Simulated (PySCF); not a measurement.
# C3H9Si2 (SMILES C=[C]C([SiH3])[SiH3]) (doublet): what the fields show

```xyz
14

C    -1.5930   -1.6870   -0.1189
C    -1.1408   -0.4812   -0.2667
C    -0.0053    0.3487   -0.5231
Si   -0.3299    1.8185    0.6676
Si    1.6860   -0.5374   -0.2866
H    -2.6173   -1.8897    0.1615
H    -0.9875   -2.5809   -0.2867
H    -0.0521    0.7258   -1.5490
H    -1.5804    2.4597    0.2616
H     0.7683    2.7898    0.5953
H    -0.4325    1.2989    2.0299
H     1.7661   -1.0380    1.0844
H     1.7598   -1.6493   -1.2364
H     2.7579    0.4217   -0.5550
```

Geometry: GFN2-xTB.

Computed with UKS B3LYP, pcH-1 on C H Si, non-relativistic, mean-field spin-orbit, GIAO (PySCF).

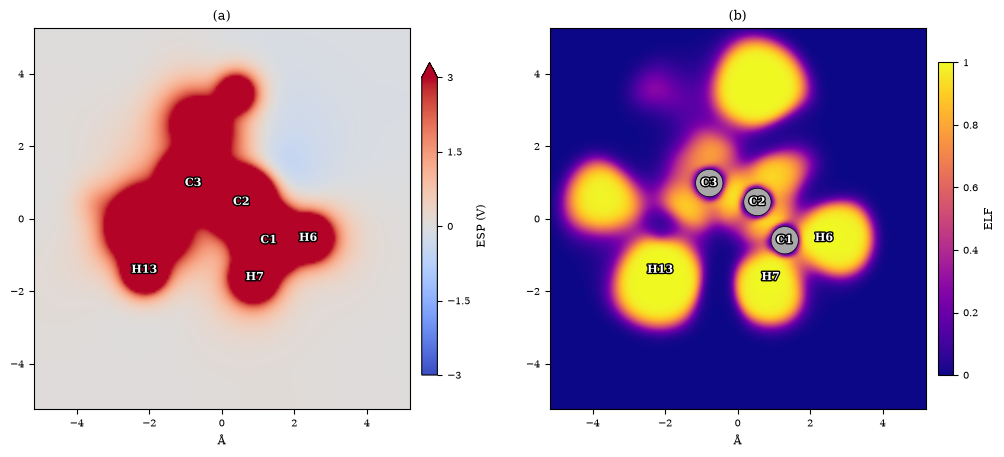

Figure 1. (a) electrostatic potential; (b) ELF on the plane of atoms C2, C1 and H7. Grey discs cover the atomic cores in the ELF map.

> What does the map show?

The plane passes through C and H nuclei. C–C (1.30 Å): the ELF peaks at about 0.90 between the atoms; a short, multiple covalent bond. C–H (1.08 Å): the ELF climbs to about 1 towards the hydrogen, as it does in any bond to H (an ordinary covalent bond to hydrogen). C–C (1.43 Å): the ELF peaks at about 0.95 between the atoms: localised, covalent bonding. Outside the dense part of the molecule the potential is most negative (−0.5 V) near C2.

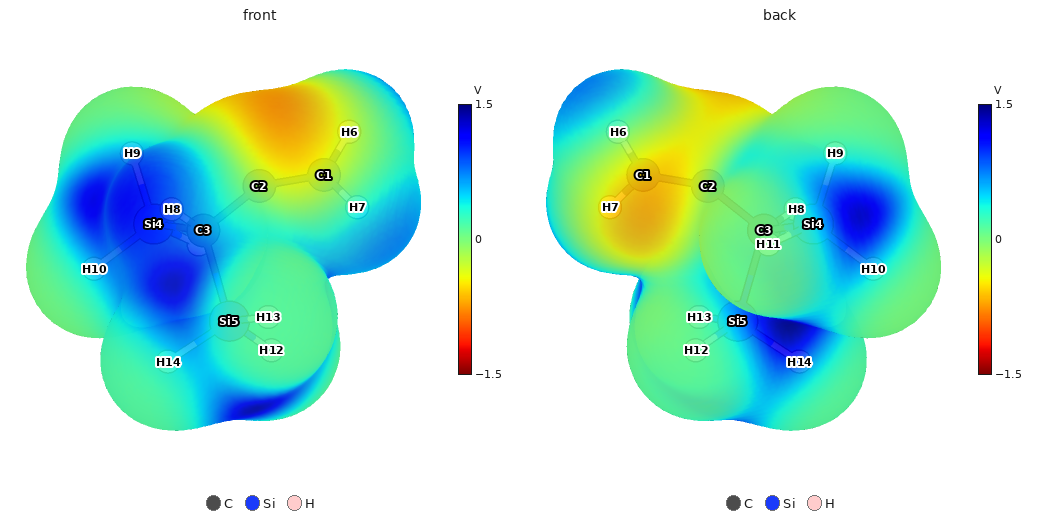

Figure 2. The electrostatic potential painted on the density surface at 0.002 e/bohr³, seen from the front and from behind; red is negative and blue positive.

> Where is the surface potential most negative and most positive?

The most negative region (about −0.8 V) lies over C1 and C2, the most positive (about +1.4 V) over Si4 and Si5.
